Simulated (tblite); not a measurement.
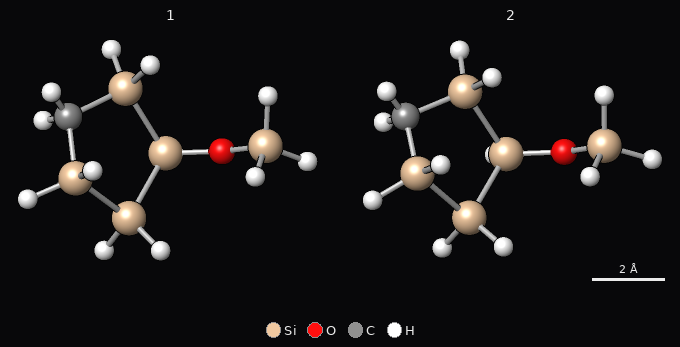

Two geometries of CH$_{12}$OSi$_{5}$, drawn at one scale. One is the start of a relaxation, the other its converged end. A ball-and-stick model, seen face on.

Level of theory: GFN2-xTB geometry optimisation, gas phase (tblite). 

Which geometry has the lower energy?

Answer. Structure 1 is the relaxed one. After 63 geometry steps the energy has fallen by 0.451 eV. The largest move after the best rigid fit is that of an H atom, 0.45 Å. By element the largest moves are H 0.45 Å, O 0.20 Å, Si 0.15 Å, C 0.12 Å. Some distances before and after: C–Si 1.850 → 1.918 Å, C–Si 1.870 → 1.917 Å, O–Si 1.657 → 1.612 Å, Si–Si 2.361 → 2.325 Å. Among the angles between lasting bonds that change: Si–O–Si 141.8° → 154.0°, O–Si–H 111.4° → 99.4°, Si–C–Si 106.2° → 115.8°.
